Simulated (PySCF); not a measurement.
# C3H4Cl2Si: NMR shifts at several levels of theory, part 2 of 2

PySCF 2.14.0. Atoms count from 0. The steps go on from the part before.

## Step 9: Shielding tensors: wB97X-D/pcSseg-2

Job settings and geometry (Å):

```
{"job": {"kind": "nmr", "xc": "wB97X-D", "basis": "pcSseg-2", "pop": false}, "charge": 0, "multiplicity": 1}
C      1.596635     0.456481    -0.052115
C      0.426407    -0.088724     0.143638
C     -0.767669    -0.601609     0.316464
Si    -2.287391     0.186943    -0.389115
Cl    -3.329457    -1.224322    -1.473925
Cl    -1.751188     1.744553    -1.617852
H      1.997066     1.195525     0.648749
H      2.203882     0.188009    -0.922008
H     -0.877914    -1.531346     0.891778
H     -3.212474     0.706222     0.647648
```

Level: GIAO wB97X-D/pcSseg-2 NMR shielding, non-relativistic, gas phase.

The log of the run:

```text
coarse grid: 10616 points
cycle   1  E = -1326.6438974428  dE =  6.863e-01  |g| = 4.286e-01  |ddm| = 2.503e+00
cycle   2  E = -1326.6667159296  dE = -2.282e-02  |g| = 3.704e-01  |ddm| = 9.623e-01
cycle   3  E = -1326.6967920746  dE = -3.008e-02  |g| = 4.367e-02  |ddm| = 3.771e-01
cycle   4  E = -1326.6971854030  dE = -3.933e-04  |g| = 2.528e-02  |ddm| = 7.493e-02
cycle   5  E = -1326.6973535226  dE = -1.681e-04  |g| = 7.016e-03  |ddm| = 3.272e-02
cycle   6  E = -1326.6973704056  dE = -1.688e-05  |g| = 1.670e-03  |ddm| = 1.302e-02
cycle   7  E = -1326.6973714827  dE = -1.077e-06  |g| = 4.814e-04  |ddm| = 3.363e-03
final grid: 90536 points
cycle   8  E = -1326.7241085846  dE = -2.003e-04  |g| = 5.899e-03  |ddm| = 6.423e-02
cycle   9  E = -1326.7241126128  dE = -4.028e-06  |g| = 4.370e-03  |ddm| = 1.057e-02
cycle  10  E = -1326.7241167907  dE = -4.178e-06  |g| = 8.230e-04  |ddm| = 4.356e-03
cycle  11  E = -1326.7241169020  dE = -1.114e-07  |g| = 3.644e-04  |ddm| = 9.760e-04
cycle  12  E = -1326.7241169365  dE = -3.448e-08  |g| = 9.119e-05  |ddm| = 3.254e-04
cycle  13  E = -1326.7241169395  dE = -2.959e-09  |g| = 2.395e-05  |ddm| = 1.323e-04
cycle  14  E = -1326.7241169398  dE = -3.083e-10  |g| = 9.604e-06  |ddm| = 4.423e-05
converged SCF energy = -1326.7241169398

GIAO shielding tensors (ppm)
atom      isotropic    diamagn.    paramagn.     s11        s22        s33       span
  0 C      105.700     256.580    -150.880      8.413    139.086    169.603    161.190
  1 C      -51.983     264.274    -316.257    -91.398    -70.594      6.042     97.440
  2 C       99.215     260.478    -161.263     18.799    121.359    157.486    138.687
  3 Si     336.907     874.522    -537.615    299.593    350.416    360.712     61.118
  4 Cl     867.853    1147.100    -279.246    755.220    854.597    993.743    238.523
  5 Cl     896.174    1148.894    -252.720    783.947    905.537    999.038    215.091
  6 H       26.402      30.211      -3.809     24.445     24.847     29.916      5.471
  7 H       26.364      30.351      -3.987     24.401     24.803     29.888      5.487
  8 H       26.240      30.683      -4.443     23.593     27.183     27.943      4.350
  9 H       25.573      26.549      -0.976     21.946     23.601     31.172      9.226
```

Run time: 48 s. Hardware: 1 thread of Arm Neoverse V1, shared host; peak memory 1.3 GiB.

In short: δ C1 236.4, C2 85.2, C0 78.7, Si3 3.8, H9 5.78, H8 5.12 ppm.

## Step 10: Nuclear shieldings: LC-wPBE/pcSseg-2

Settings changed since step 9:

```diff
@@ -1,2 +1,2 @@
-{"job": {"kind": "nmr", "xc": "wB97X-D", "basis": "pcSseg-2", "pop": false}, "charge": 0, "multiplicity": 1}
+{"job": {"kind": "nmr", "xc": "LC-wPBE", "basis": "pcSseg-2", "pop": false}, "charge": 0, "multiplicity": 1}
 C      1.596635     0.456481    -0.052115
```

With the program's defaults for keys left out, this is: GIAO LC-wPBE/pcSseg-2 NMR shielding, non-relativistic, gas phase.

The log of the run:

```text
coarse grid: 10616 points
cycle   1  E = -1326.2512668487  dE =  7.360e-01  |g| = 4.508e-01  |ddm| = 2.513e+00
cycle   2  E = -1326.2876871321  dE = -3.642e-02  |g| = 3.400e-01  |ddm| = 9.213e-01
cycle   3  E = -1326.3116322166  dE = -2.395e-02  |g| = 4.467e-02  |ddm| = 3.231e-01
cycle   4  E = -1326.3121846704  dE = -5.525e-04  |g| = 2.142e-02  |ddm| = 8.001e-02
cycle   5  E = -1326.3123133267  dE = -1.287e-04  |g| = 8.369e-03  |ddm| = 3.307e-02
cycle   6  E = -1326.3123379143  dE = -2.459e-05  |g| = 1.280e-03  |ddm| = 1.296e-02
cycle   7  E = -1326.3123395584  dE = -1.644e-06  |g| = 5.992e-04  |ddm| = 4.874e-03
final grid: 90536 points
cycle   8  E = -1326.3440254338  dE = -1.338e-04  |g| = 6.974e-03  |ddm| = 5.034e-02
cycle   9  E = -1326.3440281880  dE = -2.754e-06  |g| = 2.979e-03  |ddm| = 5.417e-03
cycle  10  E = -1326.3440291587  dE = -9.707e-07  |g| = 4.166e-04  |ddm| = 2.273e-03
cycle  11  E = -1326.3440291924  dE = -3.367e-08  |g| = 1.935e-04  |ddm| = 5.256e-04
cycle  12  E = -1326.3440292010  dE = -8.643e-09  |g| = 4.569e-05  |ddm| = 2.009e-04
cycle  13  E = -1326.3440292017  dE = -7.221e-10  |g| = 1.382e-05  |ddm| = 6.611e-05
converged SCF energy = -1326.3440292017

GIAO shielding tensors (ppm)
atom      isotropic    diamagn.    paramagn.     s11        s22        s33       span
  0 C      106.149     256.067    -149.918      3.841    140.398    174.209    170.368
  1 C      -52.992     262.961    -315.953    -97.507    -75.272     13.802    111.309
  2 C      101.170     259.812    -158.643     16.372    123.925    163.213    146.841
  3 Si     339.578     874.391    -534.813    304.716    351.624    362.394     57.678
  4 Cl     887.681    1147.041    -259.360    779.257    880.614   1003.173    223.916
  5 Cl     912.847    1148.711    -235.864    806.519    924.831   1007.191    200.673
  6 H       26.339      30.286      -3.947     24.282     24.847     29.889      5.607
  7 H       26.297      30.422      -4.124     24.230     24.804     29.858      5.627
  8 H       26.226      30.609      -4.384     23.577     27.224     27.875      4.297
  9 H       25.673      26.713      -1.041     22.044     23.699     31.275      9.232
```

Wall time 59 s (1 thread of Arm Neoverse V1, shared host); peak memory 1.2 GiB.

In short: δ C1 241.3, C2 87.1, C0 82.1, Si3 7.1, H9 5.64, H8 5.09 ppm.

## Step 11: Shielding tensors: PBE0/6-31G

Settings changed since step 10:

```diff
@@ -1,2 +1,2 @@
-{"job": {"kind": "nmr", "xc": "LC-wPBE", "basis": "pcSseg-2", "pop": false}, "charge": 0, "multiplicity": 1}
+{"job": {"kind": "nmr", "xc": "PBE0", "basis": "6-31G", "pop": true}, "charge": 0, "multiplicity": 1}
 C      1.596635     0.456481    -0.052115
```

Method: GIAO PBE0/6-31G NMR shielding, non-relativistic, gas phase.

The log of the run:

```text
coarse grid: 10616 points
cycle   1  E = -1325.9212197492  dE =  7.843e-01  |g| = 4.304e-01  |ddm| = 3.285e+00
cycle   2  E = -1325.9158789513  dE =  5.341e-03  |g| = 4.679e-01  |ddm| = 1.525e+00
cycle   3  E = -1325.9882776292  dE = -7.240e-02  |g| = 7.333e-02  |ddm| = 8.131e-01
cycle   4  E = -1325.9897607270  dE = -1.483e-03  |g| = 2.116e-02  |ddm| = 1.011e-01
cycle   5  E = -1325.9898835757  dE = -1.228e-04  |g| = 3.902e-03  |ddm| = 2.332e-02
cycle   6  E = -1325.9898880660  dE = -4.490e-06  |g| = 1.178e-03  |ddm| = 7.269e-03
final grid: 90536 points
cycle   7  E = -1325.9266536607  dE = -9.514e-06  |g| = 4.429e-03  |ddm| = 1.652e-02
cycle   8  E = -1325.9266528193  dE =  8.414e-07  |g| = 4.866e-03  |ddm| = 1.042e-02
cycle   9  E = -1325.9266591792  dE = -6.360e-06  |g| = 1.023e-03  |ddm| = 5.577e-03
cycle  10  E = -1325.9266594732  dE = -2.940e-07  |g| = 1.034e-04  |ddm| = 1.220e-03
cycle  11  E = -1325.9266594770  dE = -3.821e-09  |g| = 2.731e-05  |ddm| = 2.288e-04
cycle  12  E = -1325.9266594772  dE = -1.692e-10  |g| = 1.650e-05  |ddm| = 4.617e-05
converged SCF energy = -1325.9266594772

GIAO shielding tensors (ppm)
atom      isotropic    diamagn.    paramagn.     s11        s22        s33       span
  0 C      125.403     268.148    -142.746     39.626    152.783    183.799    144.173
  1 C      -10.427     248.418    -258.845    -43.278    -20.056     32.053     75.331
  2 C      124.129     272.050    -147.921     58.599    142.035    171.752    113.153
  3 Si     392.834     879.713    -486.879    336.448    419.683    422.371     85.923
  4 Cl     912.985    1146.589    -233.603    810.212    931.791    996.953    186.741
  5 Cl     944.482    1147.617    -203.135    844.084    964.720   1024.642    180.558
  6 H       27.595      30.466      -2.871     25.607     25.780     31.397      5.791
  7 H       27.527      30.488      -2.960     25.475     25.751     31.356      5.881
  8 H       27.686      30.445      -2.759     23.866     28.017     31.175      7.309
  9 H       26.893      27.582      -0.688     22.760     24.112     33.808     11.048
```

Run time: 6.1 s. Hardware: 1 thread of Arm Neoverse V1, shared host; peak memory 0.46 GiB.

Key values: δ C1 210.0, C2 75.4, C0 74.1, Si3 51.9, H9 5.72, H6 5.05 ppm (means over like atoms).

## Step 12: Nuclear shieldings: PBE0/STO-3G

Settings changed since step 11:

```diff
@@ -1,2 +1,2 @@
-{"job": {"kind": "nmr", "xc": "PBE0", "basis": "6-31G", "pop": true}, "charge": 0, "multiplicity": 1}
+{"job": {"kind": "nmr", "xc": "PBE0", "basis": "STO-3G", "pop": true}, "charge": 0, "multiplicity": 1}
 C      1.596635     0.456481    -0.052115
```

Level: GIAO PBE0/STO-3G NMR shielding, non-relativistic, gas phase.

The log of the run:

```text
coarse grid: 10616 points
cycle   1  E = -1311.3255724443  dE =  3.500e-02  |g| = 4.001e-01  |ddm| = 4.179e+00
cycle   2  E = -1311.3596769482  dE = -3.410e-02  |g| = 3.357e-01  |ddm| = 1.525e+00
cycle   3  E = -1311.4044618274  dE = -4.478e-02  |g| = 5.451e-02  |ddm| = 6.597e-01
cycle   4  E = -1311.4052766670  dE = -8.148e-04  |g| = 2.054e-02  |ddm| = 8.819e-02
cycle   5  E = -1311.4054022517  dE = -1.256e-04  |g| = 1.959e-03  |ddm| = 2.466e-02
cycle   6  E = -1311.4054032063  dE = -9.546e-07  |g| = 1.384e-03  |ddm| = 4.648e-03
final grid: 90536 points
cycle   7  E = -1311.3455659106  dE = -3.798e-06  |g| = 2.732e-03  |ddm| = 1.056e-02
cycle   8  E = -1311.3455637863  dE =  2.124e-06  |g| = 3.825e-03  |ddm| = 8.751e-03
cycle   9  E = -1311.3455685398  dE = -4.753e-06  |g| = 5.765e-04  |ddm| = 5.297e-03
cycle  10  E = -1311.3455686467  dE = -1.070e-07  |g| = 4.436e-05  |ddm| = 8.231e-04
cycle  11  E = -1311.3455686472  dE = -4.543e-10  |g| = 3.215e-05  |ddm| = 1.032e-04
cycle  12  E = -1311.3455686475  dE = -2.992e-10  |g| = 4.472e-06  |ddm| = 3.803e-05
converged SCF energy = -1311.3455686475

GIAO shielding tensors (ppm)
atom      isotropic    diamagn.    paramagn.     s11        s22        s33       span
  0 C      157.879     254.810     -96.931     82.671    175.958    215.007    132.336
  1 C       56.111     264.680    -208.568     47.673     55.504     65.158     17.485
  2 C      165.394     255.337     -89.944     96.983    181.785    217.413    120.429
  3 Si     511.373     865.942    -354.569    449.812    537.898    546.410     96.598
  4 Cl    1150.377    1128.050      22.327   1057.354   1159.878   1233.900    176.546
  5 Cl    1159.794    1129.612      30.182   1060.889   1171.789   1246.703    185.814
  6 H       27.863      30.280      -2.417     25.430     26.105     32.053      6.623
  7 H       27.780      30.255      -2.475     25.370     26.025     31.946      6.576
  8 H       27.852      30.360      -2.507     23.674     28.607     31.276      7.603
  9 H       28.593      28.837      -0.244     24.241     25.645     35.893     11.651
```

It took 3.2 s on 1 thread of Arm Neoverse V1, shared host; peak memory 0.39 GiB.

In short: δ C1 178.6, C0 76.8, C2 69.3, Si3 6.2, H6 4.78, H8 4.75 ppm (means over like atoms).

## Step 13: Run by run: NMR shifts

Shifts (ppm) of some atoms, chosen among heavy atoms and hydrogens apart, means over like atoms, with basis size and wall time:

```csv
run,C1,C2,C0,H9,H8,Si3,Cl4,functions,time
PBE0/pcSseg-2,234.3,84.8,77.6,5.94,5.22,3.6,64,293,34 s
mPW1PW91/pcSseg-2,234.9,84.9,77.9,5.91,5.20,3.5,60,293,34 s
WP04/pcSseg-2,237.5,85.4,79.4,5.33,5.06,-1.3,28,293,34 s
B97-2/pcSseg-2,230.0,82.9,76.3,5.85,5.18,1.6,55,293,35 s
BHandHLYP/pcSseg-2,240.3,84.4,78.4,5.60,5.12,-0.3,42,293,34 s
CAM-B3LYP/pcSseg-2,239.6,86.2,78.5,5.77,5.10,3.3,59,293,49 s
wB97X-D/pcSseg-2,236.4,85.2,78.7,5.78,5.12,3.8,54,293,48 s
LC-wPBE/pcSseg-2,241.3,87.1,82.1,5.64,5.09,7.1,45,293,59 s
PBE0/6-31G,210.0,75.4,74.1,5.72,4.93,51.9,3,74,6.1 s
PBE0/STO-3G,178.6,69.3,76.8,4.01,4.75,6.2,-129,46,3.2 s
```

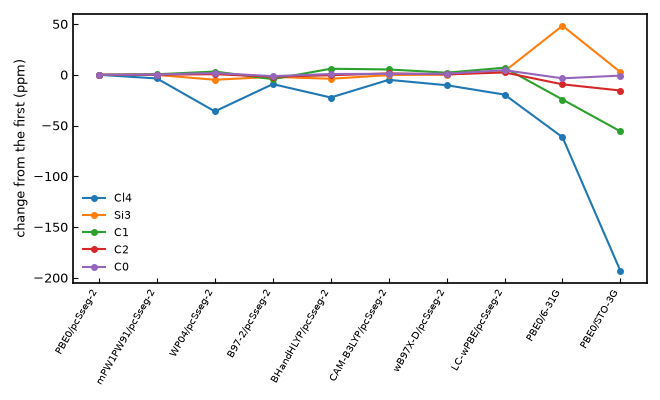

How five of the tabulated atoms move from run to run.

## Step 14: Outcome

The summary covers parts 1 to 2.

| quantity | value |
| --- | --- |
| point group | C1 |
| rotational constants (main isotopes) | 2.59, 1.22, 0.91 GHz |
| 13C shifts against TMS (PBE0/pcSseg-2) | 234.3, 84.8, 77.6 ppm |
| 1H shifts against TMS (PBE0/pcSseg-2, means over atoms taken as alike) | 5.94, 5.22, 4.99 ppm |
| 29Si shifts against TMS (PBE0/pcSseg-2) | 3.6 ppm |
| 35Cl shifts against HCl (PBE0/pcSseg-2, means over atoms taken as alike) | 64 ppm |
| range of the shift of Cl4 (with its like atoms) (minimal bases aside) | 3 to 64 ppm |
| property runs in this session | 10, of which 0 failed and 1 gave unsound results |

Single values in the summary come from the first sound run of each kind (PBE0/pcSseg-2), which need not be the best level. The start of the PBE0/def2-SVP relaxation was shaken at random by about 0.01 Å, so part of the energy gained, and of the first lengths quoted, undoes that. Over 4 steps the energy fell by 0.050 eV; of the close pairs, Si3–Cl5 changed most, 2.008 to 2.055 Å. No frequency check was run at this level, so the end point may be a saddle. The most deshielded carbon is C1 (central carbon of an allene), at 234.3 ppm: the central sp carbon of an allene is among the most deshielded carbons of hydrocarbons. At PBE0/pcSseg-2: Shielding is most anisotropic at Cl4, Cl5 (span 226 ppm, paramagnetic term -271 ppm). Leaving out the minimal-basis runs, which are unusable for shieldings: In ppm, Cl4 (with its like atoms) moves most: its shift spreads over 62 ppm, from 3 (PBE0/6-31G) to 64 (PBE0/pcSseg-2).
